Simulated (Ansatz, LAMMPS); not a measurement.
## A frame of liquid mixture of sulfolane and H2O from 440 K (192 atoms): geometry optimisation

How does a frame of liquid mixture of sulfolane and H2O from 440 K (192 atoms) relax, and what do bonds, charges and levels look like afterwards?

Method: Kohn-Sham DFT, PBE+D3(BJ), PAW (set soft_2), plane waves, in Ansatz 0.2.0.

## Step 1: Set-up

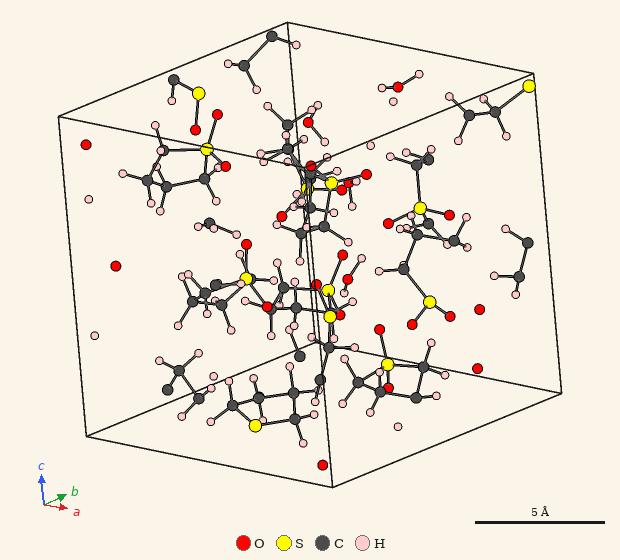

The starting structure, seen slightly off an axis (oxygen red, sulfur yellow, carbon dark grey, hydrogen pink). Bonds to atoms that aren't drawn are left out. Some periodic images of atoms are drawn too.

The cell holds 192 atoms: 28 O, 12 S, 48 C and 104 H. Cell: a = 13.149 Å, b = 13.149 Å, c = 13.149 Å, α = 90.0°, β = 90.0°, γ = 90.0°. 12 sulfolane, 4 H2O placed at random, at 1.11 g/cm³; overlaps pushed apart, then 10 ps at 490 K with MMFF94 bonds, angles, torsions, charges and radii (Halgren, J. Comput. Chem. 17, 490 (1996)) in harmonic and 12-6 forms; SPC/E water (Berendsen, Grigera and Straatsma, J. Phys. Chem. 91, 6269 (1987)). Snapshot after 20 ps at 440 K and fixed volume.

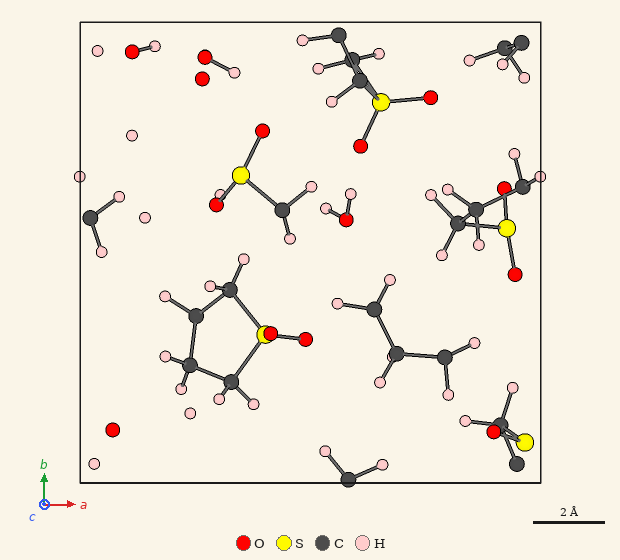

A slice 6 Å thick through the middle of the cell. Bonds to atoms that aren't drawn are left out.

Before any run, some limits are plain. The network of contacts between molecules at the start is that of the classical potential that made the cell. The density was typed from a rule of thumb and may lie off the real one at this temperature. Sampling is at Γ alone, for a cell whose shortest periodic width is 13 Å.

## Step 2: The classical run that made the cell

A classical potential supplies the starting structure, since it reaches far longer times than DFT.

This step: classical MD, MMFF94 bonds, angles, torsions, charges and radii (Halgren, J. Comput. Chem. 17, 490 (1996)) in harmonic and 12-6 forms; SPC/E water (Berendsen, Grigera and Straatsma, J. Phys. Chem. 91, 6269 (1987)) (LAMMPS 22 Jul 2025 - Update 4).

File in.lmp:

```
# liquid mixture of sulfolane and H2O
units real
atom_style full
boundary p p p
bond_style harmonic
angle_style harmonic
dihedral_style opls
improper_style harmonic
special_bonds lj 0 0 0.5 coul 0 0 0.75
read_data data.lmp
neigh_modify delay 0 every 1 check yes one 4000
comm_modify cutoff 12.0
timestep 0.5
thermo_style custom step time temp pe press density
thermo_modify norm yes
# push overlapping molecules apart
pair_style soft 2.6
pair_coeff * * 0.0
variable a equal ramp(1,60)
fix ad all adapt 1 pair soft a * * v_a
velocity all create 490 5276 mom yes dist gaussian
fix lim all nve/limit 0.03
fix lan all langevin 490 490 50 5277 zero yes
thermo 1000
run 3000 post no
unfix ad
pair_style lj/cut/coul/long 9.0
pair_modify mix arithmetic tail yes
pair_coeff 1 1 0.0763 3.0960   # O
pair_coeff 2 2 0.2681 3.4180   # S
pair_coeff 3 3 0.0678 3.3680   # C
pair_coeff 4 4 0.0216 2.5400   # H
pair_coeff 5 5 0.1553 3.1660   # O
pair_coeff 6 6 0.0000 1.0000   # H
# [... 19 lines left out ...]
compute msd all msd com yes
thermo 5000
fix md all nvt temp 440 440 100
run 20000 post no
print "== T440: mean square displacement over the hold $(c_msd[4]:%.2f) A^2"
unfix md
uncompute msd
write_dump all custom T440.dump id type xs ys zs modify sort id
```

Launch:

```bash
$ lmp -in in.lmp -log none -nocite
```

Numbers of over 12 decimals in the logs are rounded to 6 here.

The log of the run:

```text
LAMMPS (22 Jul 2025 - Update 4)
Reading data file ...
  orthogonal box = (0 0 0) to (13.14856 13.14856 13.14856)
  192 atoms
  orthogonal box = (0 0 0) to (13.14856 13.14856 13.14856)
  188 bonds
  364 angles
  492 dihedrals
   Step          Time           Temp          PotEng         Press         Density
         0   0              490            0.36212931    -1093.6971      1.1060004
      1000   500            452.5123       1.6695078      17272.319      1.1060004
      2000   1000           460.122        1.5172681      19507.16       1.1060004
      3000   1500           446.03078      1.5558981      19547.432      1.1060004
Loop time of 0.349633 s on 1 MPI rank(s) for 3000 steps with 192 atoms
PPPM initialization ...
  G vector (1/distance) = 0.29851005
  grid = 8 8 8
  estimated relative force accuracy = 3.0315198e-05
   Step          Time           Temp          PotEng         Press         Density
      3000   1500           446.03078      0.90289886     1200.7825      1.1060004
      3100   1550           446.03078     -0.7490466      3681.2237      1.1060004
      3200   1600           446.03078     -0.87205772     3380.063       1.1060004
      3300   1650           446.03078     -0.91745204     3364.7242      1.1060004
Loop time of 0.391632 s on 1 MPI rank(s) for 300 steps with 192 atoms
Minimization stats:
  Stopping criterion = max iterations
  Energy initial, next-to-last, final =
     0.902898861011381 -0.917117024134737 -0.917452043963115
  Force two-norm initial, final = 619.63794 11.652859
  Iterations, force evaluations = 300 600
   Step          Time           Temp          PotEng         Press         Density
         0   0              490           -0.91745204     3868.126       1.1060004
      1000   500            467.76941      0.41748513     4672.1999      1.1060004
      2000   1000           458.47611      0.44841203     678.92151      1.1060004
Loop time of 1.06725 s on 1 MPI rank(s) for 2000 steps with 192 atoms
   Step          Time           Temp          PotEng         Press         Density
      2000   1000           468.28308      0.4158568     -3874.7944      1.1060004
[... 5 lines left out ...]
Loop time of 5.62785 s on 1 MPI rank(s) for 10000 steps with 192 atoms
   Step          Time           Temp          PotEng         Press         Density
[... 4 lines left out ...]
Loop time of 2.7635 s on 1 MPI rank(s) for 5000 steps with 192 atoms
   Step          Time           Temp          PotEng         Press         Density
[... 2 lines left out ...]
     25000   24000          497.85649      0.19786284     968.32232      1.1060004
     30000   29000          390.32187      0.27583688     6810.8387      1.1060004
     35000   34000          389.62947      0.25942703    -2689.6969      1.1060004
     37000   36000          463.2643       0.36827968     10492.917      1.1060004
Loop time of 10.9198 s on 1 MPI rank(s) for 20000 steps with 192 atoms
== T440: mean square displacement over the hold 11.06 A^2
```

Wall time 21 s (1 thread of Intel Xeon 6975P-C (Granite Rapids), shared host); peak memory 0.12 GiB.

The input also reads data.lmp (atoms, bonds and types; not printed here).

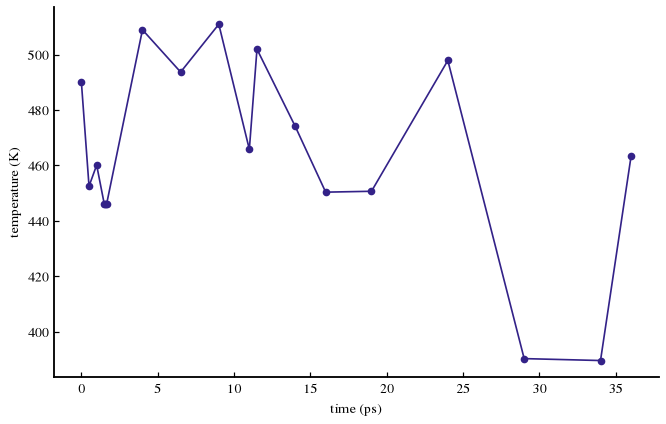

Temperature, plotted against time.

## Step 3: Single point at the start

The forces at the start show how far the geometry lies from a minimum of this functional.

File input.yaml:

```yaml
crystal:
  lattice:
    - [13.14856, 0.0, 0.0]
    - [0.0, 13.14856, 0.0]
    - [0.0, 0.0, 13.14856]
  atoms:
    - { symbol: O, position: [0.40239, 0.26098, 0.99351] }
    - { symbol: S, position: [0.41992, 0.18673, 0.90926] }
    - { symbol: O, position: [0.5204, 0.15668, 0.88084] }
    - { symbol: C, position: [0.35903, 0.22721, 0.79571] }
    - { symbol: C, position: [0.26698, 0.15771, 0.77634] }
    - { symbol: C, position: [0.29157, 0.05495, 0.83027] }
    - { symbol: C, position: [0.3491, 0.07447, 0.9275] }
    - { symbol: H, position: [0.33784, 0.30967, 0.80231] }
    - { symbol: H, position: [0.41448, 0.2117, 0.73934] }
    - { symbol: H, position: [0.23893, 0.15106, 0.69796] }
    - { symbol: H, position: [0.20361, 0.18842, 0.81989] }
    - { symbol: H, position: [0.23216, 0.01341, 0.85475] }
    - { symbol: H, position: [0.33773, 0.01462, 0.7783] }
    - { symbol: H, position: [0.39401, 0.01766, 0.95046] }
    - { symbol: H, position: [0.30059, 0.09897, 0.99098] }
    - { symbol: O, position: [0.57828, 0.70179, 0.03782] }
    - { symbol: S, position: [0.62229, 0.66258, 0.12946] }
    - { symbol: O, position: [0.5743, 0.6902, 0.22305] }
    - { symbol: C, position: [0.74777, 0.6847, 0.13517] }
    - { symbol: C, position: [0.79272, 0.5967, 0.07177] }
    - { symbol: C, position: [0.73578, 0.50575, 0.10809] }
    - { symbol: C, position: [0.62549, 0.52836, 0.1133] }
    - { symbol: H, position: [0.76742, 0.75219, 0.0933] }
    - { symbol: H, position: [0.77997, 0.6931, 0.21331] }
    - { symbol: H, position: [0.87471, 0.59914, 0.09042] }
    - { symbol: H, position: [0.78046, 0.62209, 0.98836] }
    - { symbol: H, position: [0.7491, 0.4423, 0.0646] }
    - { symbol: H, position: [0.76455, 0.48022, 0.18191] }
    - { symbol: H, position: [0.6055, 0.49988, 0.19195] }
    - { symbol: H, position: [0.57742, 0.50387, 0.04624] }
    - { symbol: O, position: [0.60874, 0.73108, 0.54753] }
    - { symbol: S, position: [0.6531, 0.8265, 0.57463] }
    [... 154 atom lines left out ...]
    - { symbol: O, position: [0.11286, 0.93606, 0.72423] }
    - { symbol: H, position: [0.16205, 0.94801, 0.66746] }
    - { symbol: H, position: [0.09318, 0.00269, 0.75517] }
    - { symbol: O, position: [0.57754, 0.57136, 0.41526] }
    - { symbol: H, position: [0.58724, 0.62734, 0.46582] }
    - { symbol: H, position: [0.53345, 0.59595, 0.35838] }
kpoints:
  mp_grid: { grid: [1, 1, 1] }
hamiltonian:
  xc: pbe
  dispersion: d3bj
scf:
  occupations: { method: fixed }
output:
  forces: true
  stress: true
  populations: intrinsic
  dos:
    method: { smearing: { sigma: 0.15 } }
    de: 0.1
    projected: { site_lists: { C: [C], H: [H], O: [O], S: [S] } }
  eigenvalues: true
```

Launch:

```bash
$ ansatz run input.yaml --threads 4 --pin off --max-ram 8192MiB --backend cpu --events-out ev --progress --plain --runs-dir out
```

The log of the run:

```text
Engine: ansatz 0.2.0, x86_64-unknown-linux-gnu
Pseudopotentials: kind: paw
Pseudopotential: O, paw, valence charge 6, recommended cutoff 420 eV (normal), O.paw.azcp
Pseudopotential: S, paw, valence charge 6, recommended cutoff 420 eV (normal), S.paw.azcp
Pseudopotential: C, paw, valence charge 4, recommended cutoff 420 eV (normal), C.paw.azcp
Pseudopotential: H, paw, valence charge 1, recommended cutoff 420 eV (normal), H.paw.azcp
Functional definition: PBE
  parameter kappa = 0.804
  parameter beta = 0.066725
  exchange = pbe_x(kappa = kappa, mu = beta*pi^2/3)
  correlation = pbe_c(beta = beta)
Crystal: 192 atoms, lattice volume = 2273.184 Å³
Basis set: ecut = 420 eV, 44299 PW (Γ), exchange–correlation on 180×180×180 points (8 copies of the dense FFT grid, shifted against one another)
Bands: 460, of which v1, the nominal top of the filled ones, is band 268 counted from 1 (267 counted from 0)
Symmetry: 1 space group operations
Space group: P1 (ITA 1), of the structure as read, at distance tolerance 1.3e-4 Å
k-points: 1
Non-local potential: O, projectors of the file, l = 0: 2, l = 1: 2, l = 2: 1
Non-local potential: S, projectors of the file, l = 0: 2, l = 1: 2, l = 2: 2
Non-local potential: C, projectors of the file, l = 0: 2, l = 1: 2, l = 2: 1
Non-local potential: H, projectors of the file, l = 0: 2, l = 1: 1
PAW form: soft (Blöchl's): semilocal exchange-correlation on the pseudo side does not see the compensation charge
PAW one-centre angular grid: O, 110 points (default); XC on 64 Gauss nodes
PAW one-centre angular grid: S, 110 points (default); XC on 64 Gauss nodes
PAW one-centre angular grid: C, 110 points (default); XC on 64 Gauss nodes
PAW one-centre angular grid: H, 110 points (default); XC on 64 Gauss nodes
Initial density: superposition of atomic densities (neutral atoms: chi_scale 0, normalization atom), corrected by the library's trained network
Initial wavefunctions: pseudopotential atomic-orbital guess
Functional: x = pbe(κ = 0.804, μ = 0.219515), c = pbe(β = 0.066725)
SCF iter   1: F=—  HF=-40408.974825 eV  |F-HF|=—  |Δ(HF+E_count)|=         —  Δρ=6.78e-3  dr2=1.27e0  ethr=1.77e-3  ⟨swp⟩=5.0  Hψ=1742  notcnv=0  defer=188
preconditioner: auto → Resta (q_TF=auto, 2.144 Å⁻¹)  ε∞=2.4  [insulator: Δε(μ)=4.718 eV  Ē_g=15.146 eV  n_scr=388 (ndim 8)  ℏωp=17.6 eV  f_vac=0.303  ε∞_Penn≈2.4]
SCF iter   2: F=—  HF=-40408.631626 eV  |F-HF|=—  |Δ(HF+E_count)|=   3.43e-1  Δρ=3.80e-3  dr2=2.43e-1  ethr=2.38e-4  ⟨swp⟩=2.0  Hψ=784  notcnv=0  defer=190
SCF iter   3: F=—  HF=-40408.610730 eV  |F-HF|=—  |Δ(HF+E_count)|=   2.09e-2  Δρ=1.45e-3  dr2=6.49e-2  ethr=4.53e-5  ⟨swp⟩=3.0  Hψ=544  notcnv=0  defer=190
SCF iter   4: F=—  HF=-40408.608572 eV  |F-HF|=—  |Δ(HF+E_count)|=   2.16e-3  Δρ=6.03e-4  dr2=1.23e-2  ethr=1.21e-5  ⟨swp⟩=3.0  Hψ=404  notcnv=0  defer=190
SCF iter   5: F=—  HF=-40408.606815 eV  |F-HF|=—  |Δ(HF+E_count)|=   1.76e-3  Δρ=2.65e-4  dr2=2.08e-3  ethr=2.30e-6  ⟨swp⟩=3.0  Hψ=538  notcnv=0  defer=190
SCF iter   6: F=—  HF=-40408.606336 eV  |F-HF|=—  |Δ(HF+E_count)|=   4.79e-4  Δρ=1.07e-4  dr2=2.97e-4  ethr=3.88e-7  ⟨swp⟩=2.0  Hψ=540  notcnv=0  defer=190
SCF iter   7: F=—  HF=-40408.606245 eV  |F-HF|=—  |Δ(HF+E_count)|=   9.12e-5  Δρ=2.94e-5  dr2=2.53e-5  ethr=5.54e-8  ⟨swp⟩=2.0  Hψ=792  notcnv=0  defer=190
SCF iter   8: F=—  HF=-40408.606754 eV  |F-HF|=—  |Δ(HF+E_count)|=   5.08e-4  Δρ=1.72e-5  dr2=6.69e-6  ethr=4.72e-9  ⟨swp⟩=2.0  Hψ=544  notcnv=0  defer=189
SCF iter   9: F=—  HF=-40408.606752 eV  |F-HF|=—  |Δ(HF+E_count)|=   1.47e-6  Δρ=5.86e-6  dr2=8.10e-7  ethr=1.25e-9  ⟨swp⟩=2.0  Hψ=542  notcnv=0  defer=189
SCF iter  10: F=—  HF=-40408.606752 eV  |F-HF|=—  |Δ(HF+E_count)|=   3.64e-8  Δρ=2.32e-6  dr2=1.29e-7  ethr=1.51e-10  ⟨swp⟩=2.0  Hψ=540  notcnv=0  defer=189
SCF iter  11: F=-40408.606752 eV  HF=-40408.606752 eV  |F-HF|=1.25e-8  |Δ(HF+E_count)|=   1.63e-8  Δρ=1.06e-6  dr2=2.61e-8  ethr=1.87e-11  ⟨swp⟩=17.0  Hψ=3407  notcnv=0
SCF 1 converged in 11 iterations: F = -40408.606752 eV  dr2 = 2.61e-8
  greatest PAW one-centre occupation: 0.882 electrons in one spin orbital (limit 2), on the O atom at site 135 (counted from 0), in its partial waves of l = 0
SCF converged after 11 iterations
Free energy (F): -40408.606752 eV
Harris-Foulkes:  -40408.606752 eV  (|F-HF|=1.25e-8)
Internal energy: -40408.606752 eV  (E = F + TS)
E sigma→0 (E₀):  -40408.606752 eV
Fermi energy:    -0.950432 eV
--- Per-component energies (eV) ---
  E_band       = -4344.690909
  E_kinetic    = 12234.769136
  E_local      = -42614.567828  (includes V_loc(G=0)·N_el)
  E_nonlocal   = 3156.169565
  E_hartree    = 16086.698619
  E_xc         = -6518.290922
  E_vxc        = -7806.840008  (∫ρ·V_xc dr)
  E_paw        = -16478.418997  (= ΣΔE_a)
  E_vpaw       = -1487.543640  (= ΣTr[D̂ρ^β])
  E_aug_tail   = -0.073814  (compensation charges beyond the density's cutoff)
  E_ewald      = -6264.640302
  E_disp       = -10.252209  (pairwise vdW)
  E_smearing   = -0.000000  (= −TS)
  E_closure    = -0.000000  (closes the sum)
  Σ components = -40408.606752   (vs F -40408.606752, Δ=0.00e0)
--- Forces (eV/Å), atoms counted from 1 ---
  atom   1  O      0.44771654    -1.01061120    -1.11885417
  atom   2  S     -1.51960052     1.45166620     1.14218464
  atom   3  O      2.54428355    -0.19355031    -0.16207400
  atom   4  C     -1.53249055     0.88421110    -0.30854116
  atom   5  C     -0.58151522    -0.10932364     1.86012525
  atom   6  C      2.27667229     2.46299551    -0.84457377
  atom   7  C     -2.54025061     3.36831365    -0.14236055
  atom   8  H      0.31865734    -0.84907003    -0.18634244
  atom   9  H      0.97541328     0.24980688    -0.98573816
  atom  10  H      0.51281054    -0.07667735    -0.02898529
  atom  11  H     -0.39469461     0.40221077    -0.01142165
  atom  12  H     -3.17548631    -1.93916234     0.25730712
  atom  13  H      0.82281800    -1.20004274    -0.67835590
  atom  14  H      2.58713114    -3.05378046     1.14969704
[...]
atom 191  H     -0.43638610    -0.40235348    -1.05858952
  atom 192  H      1.01073224     0.05935175     1.20499655
  max |Σ_I F_I| component: 8.24e-5 eV/Å
--- Stress (GPa, compression-positive) ---
        5.077690       0.610194      -0.362821
        0.610194       4.037188      -0.680470
       -0.362821      -0.680470       2.562458
  P = ⅓ Tr σ = 3.8924 GPa (38.924 kbar)
--- Band table (eV) ---
  k-point 0: bands = ["-23.3303", "-23.3085", "-23.1453", "-23.0441", [... 444 levels ...], "10.4292", "10.4634", "10.5191", "10.5350", "10.5662", "10.6217", "10.6415", "10.6632", "10.6790", "10.7397", "10.7568", "10.7778"]
--- intrinsic populations: 192 sites ---
  site symbol       q [e]
     0      O      6.9171
     1      S      3.9613
     2      O      6.9243
[...]
191      H      0.6236
  spilling = -0.000000 (of n_electrons = 536.000000)
```

It took 21 s on 4 threads of Intel Xeon 6975P-C (Granite Rapids), shared host; peak memory 3.1 GiB; 78 s of CPU time.

In the SCF lines HF is the Harris–Foulkes energy and dr2 the Hartree energy of the density residual, in eV; the loop may stop once dr2 is under the threshold and the program's other checks hold. Hψ counts applications of the Hamiltonian.

The run gave:

```
free energy                                      : -40408.6068 eV
free energy per atom                             : -210.4615 eV/atom
SCF cycles                                       : 11
pressure                                         : 3.892 GPa
r.m.s. force component                           : 1.171 eV/Å
longest force                                    : 5.758 eV/Å
Fermi energy                                     : -0.9504 eV
gap (highest filled to lowest empty level) : 4.707 eV
```

The r.m.s. force component of 1.2 eV/Å and the pressure of 3.9 GPa set the starting point.

Neighbours are counted within 1.34 Å (H-C), 1.21 Å (H-O), 1.85 Å (C-C), 2.21 Å (C-S), 1.88 Å (O-S).

Length of the force by element and coordination:

```
element  coordination  atoms  mean length of the force (eV/Å)  spread  least   most
      C           all     48                             2.52    1.11  0.605   5.76
      H           all    104                             1.41   0.837  0.326   4.16
      O           all     28                             1.49   0.771  0.319   2.93
      O             1     24                             1.64   0.739  0.319   2.93
      O             2      4                            0.631   0.094  0.477  0.717
      S           all     12                             2.27   0.746   1.29   3.53
```

(Part 1 of 3 ends here.)

[Logs are printed without paths, hosts, clocks, repeated set-up lines and the standing remarks that a program may print on its own settings, such as how far it seeks lower states.]

[Hosts, paths, dates, database ids (printed as entryN), source tags and the programs' standing remarks are cut or masked in the printed files.]

[The MMFF94 radii named for the starting cell were scaled by 0.96; in molecules described by MMFF94, hydrogen bound to N, O or S took a small fixed 12-6 site in their place.]
